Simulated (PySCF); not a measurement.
# BLYP/cc-pVTZ (density fitting with def2-universal-jkfit) run of GaBH3OF (SMILES [BH2][Ga]([OH])[F])

Aim: the vertical singlet–triplet gap of GaBH3OF at BLYP/cc-pVTZ (density fitting with def2-universal-jkfit), from 2 runs. 

The calculation is run with PySCF 2.14.0.

2 further runs of the same task are left out: 2 set aside as unsound or not needed.

## 1. The molecule

The species is GaBH3OF (7 atoms), meant as a singlet with charge 0. SMILES: `[BH2][Ga]([OH])[F]`. The shape comes from GFN2-xTB, which is rough for such elements, and wasn't checked as a minimum. This is one conformer, not always the lowest.

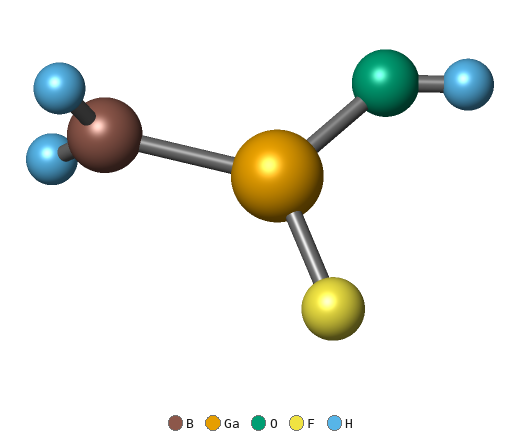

Viewed from a chosen angle; boron brown, gallium amber, oxygen teal, fluorine yellow, hydrogen blue.

## 2. The energy at BLYP/cc-pVTZ (density fitting with def2-universal-jkfit)

mol.xyz

```xyz
7

B     -0.951610     1.215850    -0.304650
Ga     0.043290    -0.550630     0.038340
O      1.721440    -0.617940     0.474790
F     -0.695340    -2.175090    -0.075060
H     -0.992550     1.663180    -1.379050
H     -1.480370     1.768910     0.572330
H      2.355140    -1.304280     0.673310
```

run.py

```python
from pyscf import gto, dft

mol = gto.M(
    atom='mol.xyz',
    max_memory=1860,
    charge=0,
    basis='cc-pvtz',
    verbose=3,
)

mf = dft.RKS(mol)
mf.xc = 'blyp'
mf = mf.density_fit(auxbasis='def2-universal-jkfit')
mf.grids.level = 4
mf.conv_tol = 1e-10
mf.kernel()
if not mf.converged:
    mf = mf.newton().run(mf.mo_coeff, mf.mo_occ)

etot = mf.e_tot
print('Final energy', etot)
```

The run is started by

```sh
$ OMP_NUM_THREADS=1 python run.py
```

The log of the run:

```text
converged SCF energy = -2126.7579954424
Final energy -2126.7579954424027
```

Run time: 44 s. Hardware: 1 thread of Arm Neoverse V1, shared host; peak memory 0.61 GiB.

## 3. The triplet, same level

job.py

```python
from pyscf import gto, dft

system = gto.M(
    atom='''
B       -0.951610       1.215850      -0.304650
Ga       0.043290      -0.550630       0.038340
O        1.721440      -0.617940       0.474790
F       -0.695340      -2.175090      -0.075060
H       -0.992550       1.663180      -1.379050
H       -1.480370       1.768910       0.572330
H        2.355140      -1.304280       0.673310
''',
    charge=0,
    spin=2,
    basis='cc-pvtz',
    verbose=4,
    max_memory=1860,
)

myscf = dft.UKS(system)
myscf.xc = 'blyp'
myscf = myscf.density_fit(auxbasis='def2-universal-jkfit')
myscf.conv_tol = 1e-10
myscf.grids.level = 4
myscf.kernel()
if not myscf.converged:
    myscf = myscf.newton().run(myscf.mo_coeff, myscf.mo_occ)

etot = myscf.e_tot
print('E = %.10f Eh' % etot)
```

The run is started by

```sh
$ OMP_NUM_THREADS=1 python job.py
```

The log of the run:

```text
PySCF version 2.14.0

[... 63 lines left out ...]
[... the frontier-level lines of each cycle are left out ...]
[... 11 lines left out ...]
[... 11 lines left out ...]
[... 11 lines left out ...]
[... 11 lines left out ...]
[... 11 lines left out ...]
[... 5 lines left out ...]

cycle= 13 E= -2126.63596825823  delta_E= -5.27e-09  |g|= 2.56e-05  |ddm|= 0.000109


cycle= 14 E= -2126.63596825854  delta_E= -3.08e-10  |g|= 1.38e-05  |ddm|= 3.3e-05


cycle= 15 E= -2126.63596825862  delta_E= -8.91e-11  |g|= 6.79e-06  |ddm|= 1.8e-05


Extra cycle  E= -2126.63596825849  delta_E= 1.36e-10  |g|= 2.01e-05  |ddm|= 1.93e-05
converged SCF energy = -2126.63596825849  <S^2> = 2.0039752  2S+1 = 3.002649
E = -2126.6359682585 Eh
```

It took 85 s on 1 thread of Arm Neoverse V1, shared host; peak memory 0.66 GiB.

## 4. What came out

At BLYP/cc-pVTZ (density fitting with def2-universal-jkfit):

| quantity | value |
| --- | --- |
| singlet: total energy | -2126.75800 Eh |
| singlet: dipole moment | 1.83 D |
| singlet: HOMO energy | -7.21 eV |
| singlet: LUMO energy | -3.81 eV |
| singlet: HOMO–LUMO gap | 3.40 eV |
| triplet: total energy | -2126.63597 Eh |
| triplet: dipole moment | 1.70 D |
| triplet: HOMO energy (highest over α and β) | -4.13 eV |
| triplet: ⟨S²⟩ | 2.004 |
| vertical energy of the triplet above the singlet | 3.321 eV |

At this shape the triplet lies 3.32 eV (77 kcal/mol) above the singlet. Mulliken charges (singlet) run from -0.34 on F4 to +0.26 on Ga2; they depend strongly on the basis. Mulliken charges (triplet) run from -0.27 on O3 to +0.38 on Ga2; they depend strongly on the basis.
